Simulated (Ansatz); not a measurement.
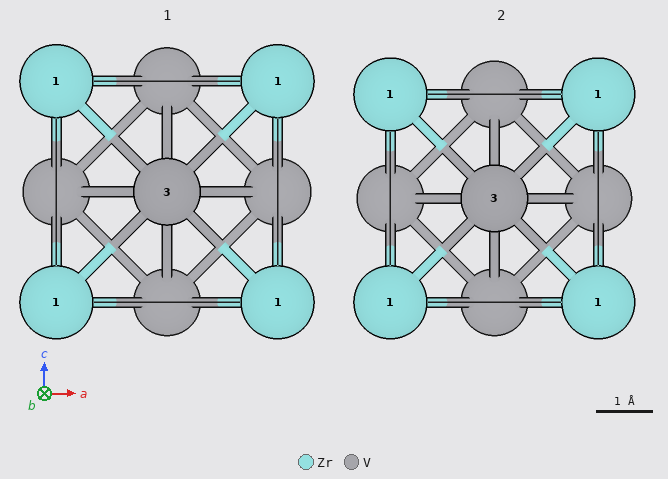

Two geometries of crystalline ZrV3 (built on the Cu3Au (L1_2)_221 type) (coarse preliminary run), drawn at one scale. One is the start of a relaxation, the other its converged end. A ball-and-stick model of the cell of the calculation, seen along the b axis.

Computed with DFT PBE, scalar-relativistic, plane waves, PAW (Ansatz 0.2.0). (plane-wave cutoff 420 eV; k-point mesh 4 × 4 × 4; occupations gaussian; smearing width 0.1 eV; no spin polarisation; cell and atoms relaxed; force threshold 0.04 eV/Å; at most 70 steps)

Question: Which one is relaxed?

Answer: Structure 1 is the relaxed one. Case: Cu3Au (L1_2) type (Pm-3m, No. 221). The atoms keep their places relative to the cell (all moves are under 0.005 Å). The volume changes by +20.4 %, with a = b = c 3.773 → 4.014 Å (+6.4 %). Near-neighbour distances that change, for instance: V–Zr 2.668 → 2.838 Å, V–V 2.668 → 2.838 Å. The space group stays Pm-3m (No. 221). Over 4 accepted moves (6 points after the start) the energy falls by 263 meV per atom. All forces vanish by symmetry, so only the cell relaxes. Pressure: 35.46 GPa at the start and 0.03 GPa at the end. The SCF was repeated twice at an unchanged geometry on a basis and grid sized afresh for the cell, which shifted the energy by 3.4 meV per atom at most.

Limits of the set-up: the k-point mesh is coarse for a cell with partly filled bands.
